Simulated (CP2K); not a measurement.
Consider silylacetylene at its PBE geometry (Å).

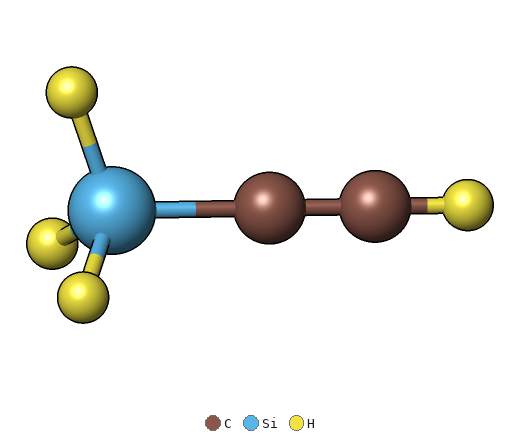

The molecule (carbon brown, silicon blue, hydrogen yellow).

```xyz
7

C     1.9573   -0.1113   -0.1937
C     0.7468   -0.0416   -0.0755
Si   -1.0624    0.0607    0.1056
H     3.0215   -0.1730   -0.3003
H    -1.6574    0.5797   -1.1556
H    -1.6091   -1.2933    0.3919
H    -1.3968    0.9789    1.2276
```

Method: CP2K XAS_TDP, all-electron GAPW, PBEh(45%), aug-pc-1, TDA, GW2X-corrected core level, no relativity.

**Question.** Predict the bright core excitations at the C K edge.

Leading lines: C1 287.08 eV and C2 286.58 eV. The leading line of an atom is its first one with 35 % of the strongest within 2.5 eV of its lowest line over the strength cut. Core ionisation energies at this level: C1 291.93 and C2 291.21 eV.

The first six lines of each atom with a strength over 0.0015:

| atom | energy (eV) | states | strength, one atom | above the computed threshold |
| --- | --- | --- | --- | --- |
| C1 (bonded to C and H) | 287.08 | 2 | 0.1010 |  |
|  | 290.05 | 1 | 0.0069 |  |
|  | 290.58 | 1 | 0.0034 |  |
|  | 291.22 | 3 | 0.0057 |  |
|  | 291.93 | 1 | 0.0050 | yes |
|  | 292.02 | 2 | 0.0068 | yes |
| C2 (bonded to C and Si) | 286.58 | 2 | 0.0814 |  |
|  | 289.51 | 1 | 0.0021 |  |
|  | 289.75 | 1 | 0.0066 |  |
|  | 290.31 | 2 | 0.0120 |  |
|  | 291.01 | 2 | 0.0036 |  |
|  | 291.24 | 1 | 0.0059 | yes |

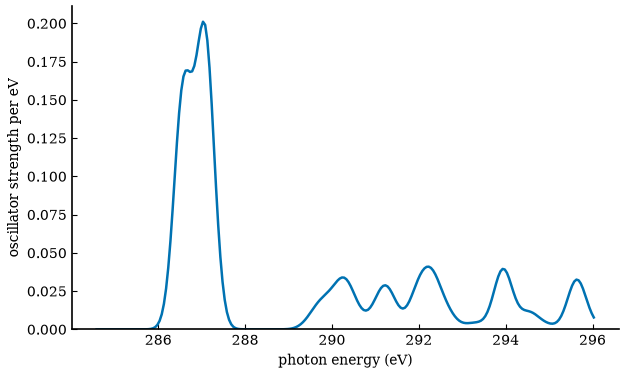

All atoms added, broadened by 0.5 eV.

Lines are vertical, at one geometry, with no vibrational structure. GW2X ionisation energies and lines can be off by 1 to 2 eV either way, and a good line position may hide errors that cancel. These values hold no scalar relativity, about 0.1 eV for C 1s. Rydberg lines, and the discretised continuum above threshold, depend on the basis and the box.

[Banner, clock and machine lines of the logs are left out without a mark of their own.]

[Logs are printed without paths, hosts, clocks, repeated set-up lines and the standing remarks that a program may print on its own settings, such as how far it seeks lower states.]

[Hosts, paths, dates, database ids (printed as entryN), source tags and the programs' standing remarks are cut or masked in the printed files.]
